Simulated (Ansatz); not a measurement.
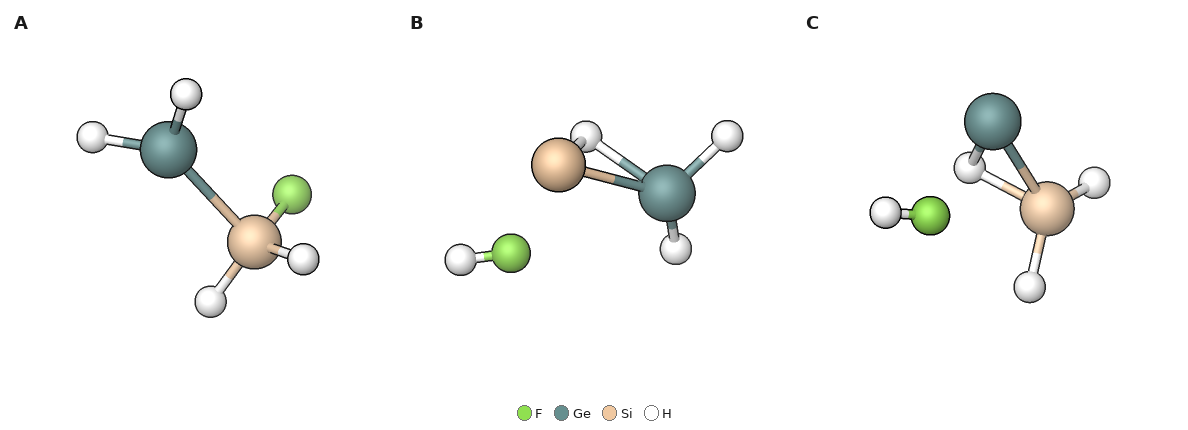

3 stationary structures of one formula. The species has charge +1 and is a spin singlet. Geometries: PBE0-D4/def2-TZVP. Electronic energies: PBE0-D4/def2-TZVP (Ansatz 0.2.0), without zero-point energy. No frequency run is at hand to confirm each as a minimum. Each is one conformer, not always the lowest.

**Which structure is the most stable?**

A is lowest (Cs); C lies 127.7 kJ/mol above it (C1), B lies 190.8 kJ/mol above it (C1).
